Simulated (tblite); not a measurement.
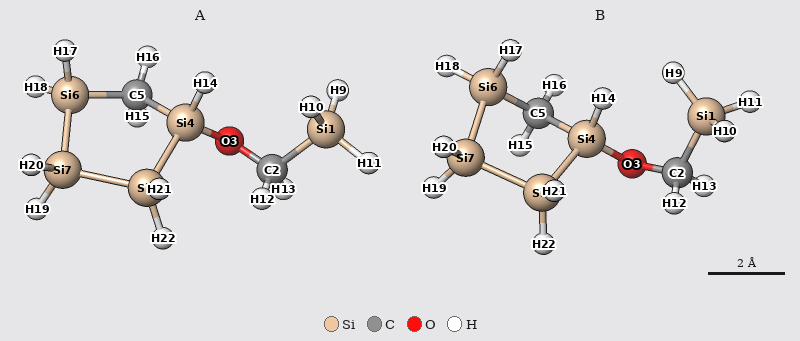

Two geometries of C$_{2}$H$_{14}$OSi$_{5}$, drawn at one scale. One is the start of a relaxation, the other its converged end. Style: ball-and-stick. Shown at a tilt.

Method: GFN2-xTB geometry optimisation, gas phase in tblite. 

> Which one is relaxed?

Structure A is the relaxed one. The energy falls by 1.068 eV in 244 geometry steps. H9 moves most after the best rigid fit: 2.17 Å. Largest moves by element: H 2.17 Å, Si 0.65 Å, O 0.65 Å, C 0.57 Å. Near-neighbour distances that change, for instance: Si1–Si4 3.269 → 3.748 Å, Si4–Si8 2.206 → 2.319 Å, Si7–Si8 2.249 → 2.334 Å, Si6–Si7 2.250 → 2.325 Å. Bond angles that change, for instance: C2–O3–Si4 114.4° → 127.4°, H19–Si7–H20 114.2° → 102.7°, H21–Si8–H22 112.0° → 101.6°. Groups turn about Si1–C2 by about 65°, Si4–C5 by about 30°, C2–O3 by about 30°.
